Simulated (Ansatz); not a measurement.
Starting cell, LaOF (space group R-3m):

```
LaOF
1.0
    1.98840     1.14800     6.60909
   -1.98840     1.14800     6.60909
    0.00000    -2.29601     6.60909
La O F
2 2 2
Direct
  0.74234   0.74234   0.74234
  0.25766   0.25766   0.25766
  0.62276   0.62276   0.62276
  0.37724   0.37724   0.37724
  0.87072   0.87072   0.87072
  0.12928   0.12928   0.12928
```

The atoms are displaced by Q × the pattern below (from a DFPT mode at Γ, largest move 1; Q in Å), at fixed cell.

```csv
atom,x,y,z
La1,0.000,0.000,0.143
La2,0.000,0.000,-0.143
O3,0.000,0.000,0.132
O4,0.000,0.000,-0.132
F5,0.000,0.000,1.000
F6,0.000,0.000,-1.000
```

The numbers are results of LDA (plane waves to 420 eV, PAW, scalar-relativistic; Ansatz, a program for electronic structure), not measurements. k mesh 10×10×10 (Γ-centred), Fermi-Dirac smearing 0.05 eV. Energies are smeared free energies. LaOF is run without spin polarisation. LaOF was relaxed with its symmetry unable to fall. ΔE is measured from the undisplaced structure.

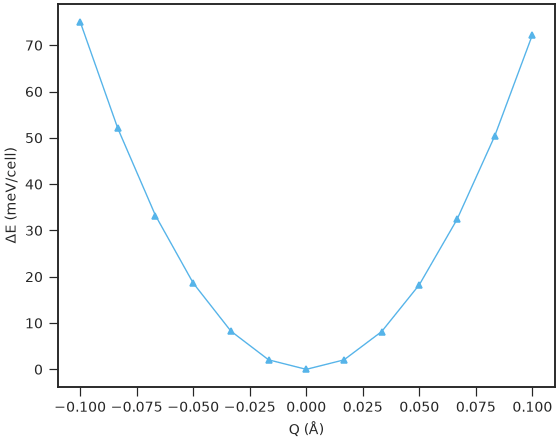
Figure. ΔE (meV/cell) against Q (Å); one marker a computed point.

**Question.** Is the energy the same for displacements of ±0.100 Å, and if not, which side lies higher?

**Answer.** Not even: the negative side lies higher at ±0.100 Å.

**Question.** What is the energy change at Q = 0.100 Å?

**Answer.** About 72 meV/cell.

**Question.** What harmonic wavenumber does the curvature at Q = 0 give?

**Answer.** About 300 cm⁻¹.

(A displaced cell: forces are minus the slopes of the energy, force constants its curvatures, and phonons follow from these.)
